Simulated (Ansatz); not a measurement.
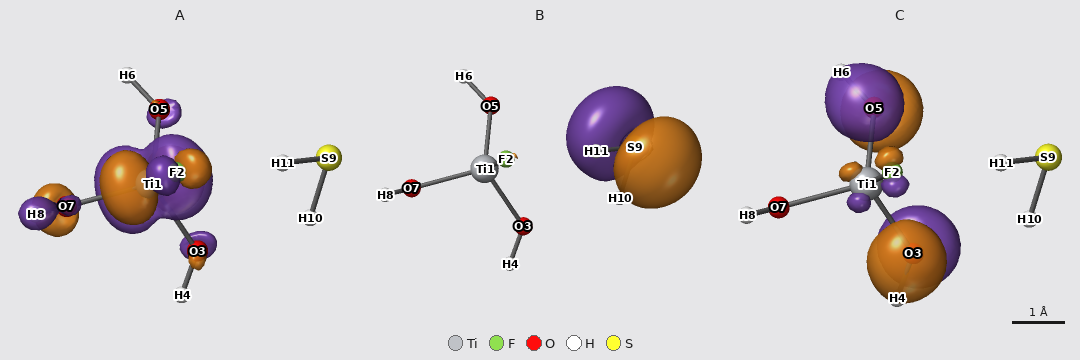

The picture shows: FH₃O₃Ti···H₂S. Three frontier orbitals at ±0.15 Å⁻³ᐟ² (orange and purple are the two phases), in no order.

Not at a stationary point (largest force 0.8 eV/Å).

All numbers below come from RKS PBE0-D4/def2-SVP (Ansatz 0.2.0).

```xyz
11

Ti   -0.1152   -0.0860    0.0333
F    -0.2640   -0.0711    1.8316
O     1.6021   -0.1645   -0.4523
H     2.0832   -0.9015   -0.8409
O    -0.9281    1.2849   -0.7386
H    -1.8130    1.3682   -1.1084
O    -0.9085   -1.5801   -0.4676
H    -1.3330   -2.3084   -0.0021
S     1.7213    2.5312    1.6886
H     2.4519    1.6119    1.0146
H     1.0116    1.5461    2.3398
```

### Order the three orbitals by energy and name them.

C is the HOMO−1 (−9.09 eV). By Hirshfeld shares it lies mainly on O3 (about 45 %), O5 (about 40 %) and Ti1 (about 10 %); largely a combination of lone pairs on O3 and O5. B is the HOMO (−6.76 eV). It lies mainly on S9 (about 90 %); largely a lone pair of S9. A is the LUMO (−1.67 eV). It lies mainly on Ti1 (about 75 %), O7 (about 5 %) and F2 (about 5 %).

### What is the HOMO–LUMO gap?

5.09 eV between the orbital energies.
